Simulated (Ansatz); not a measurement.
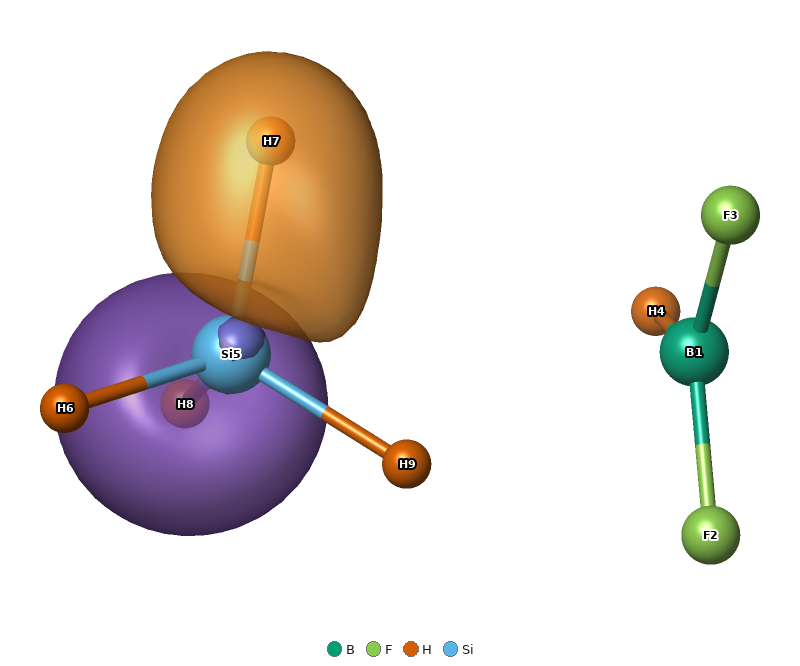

Figure. BF₂H···SiH₄. The HOMO−1 at ±0.2 Å⁻³ᐟ² (orange and purple are the two phases), seen across its widest extent.

Not at a stationary point (largest force 0.6 eV/Å).

The calculation used RHF/def2-SVP in Ansatz.

The calculation's input:

```
crystal:
  periodic: [false, false, false]
  atoms:
    - { symbol: B, position_ang: [0.0, 0.0, 0.0] }
    - { symbol: F, position_ang: [0.0, 0.0, 1.67] }
    - { symbol: F, position_ang: [1.1431, 0.0, -0.66] }
    - { symbol: H, position_ang: [-1.0305, 0.0, -0.595] }
    - { symbol: Si, position_ang: [0.1008, 2.1328, 0.7095] }
    - { symbol: H, position_ang: [0.6771, 2.1737, 2.0503] }
    - { symbol: H, position_ang: [0.9351, 2.9107, -0.2019] }
    - { symbol: H, position_ang: [-1.2441, 2.7001, 0.741] }
    - { symbol: H, position_ang: [0.0504, 1.0656, 1.6785] }
basis:
  gaussian: { orbitals: def2-SVP }
hamiltonian:
  xc: hf
relax:
  f_tol: 0.15
  max_steps: 25
  restrain:
    - { distance: [0, 4], at: 3.15, k: 30.0 }
    - { distance: [8, 1], at: 2.12, k: 30.0 }
    - { distance: [0, 1], at: 1.32, k: 30.0 }
    - { distance: [8, 4], at: 1.46, k: 30.0 }
output:
  orbitals: {}
```

Command:

```sh
ansatz run input.yaml --threads 1 --pin off --max-ram 2048MiB --backend cpu --events-out ev --progress --plain --runs-dir out
```

The fields are those of the run's last geometry, not of the input's.

### Where does this orbital lie, and at what energy?

Its weight (Hirshfeld) is mainly on Si5 (about 40 %), H8 (about 35 %) and H7 (about 20 %). Its energy is −13.46 eV.
